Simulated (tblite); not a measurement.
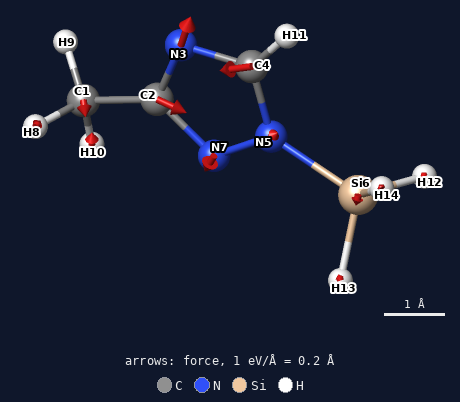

Starting geometry of C₃H₇N₃Si with the computed forces as red arrows. The picture is a ball-and-stick view, seen at a tilt.

These are results of tblite 0.8.0, GFN2-xTB geometry optimisation, gas phase, not measurements. 

> Is this structure relaxed? If not, where do the atoms go?

It isn't relaxed: the largest force vector, on C4, is 3.51 eV/Å. The final displacements have little in common with the starting forces (cosine between the two patterns 0.17). The largest move after the best rigid fit is that of H14, 0.55 Å. By element the largest moves are H 0.55 Å, C 0.27 Å, N 0.27 Å, Si 0.10 Å. Some distances before and after: N3–C4 1.366 → 1.302 Å, C1–H10 1.130 → 1.086 Å, C2–N7 1.350 → 1.310 Å, N5–Si6 1.791 → 1.756 Å. Bond angles that change, for instance: C4–N5–Si6 126.1° → 134.3°, H12–Si6–H13 105.1° → 113.0°, C2–N3–C4 111.0° → 103.5°. Groups turn about C1–C2 by about 30°, N5–Si6 by about 25°. Over 76 geometry steps the energy falls by 15.1 kcal/mol.
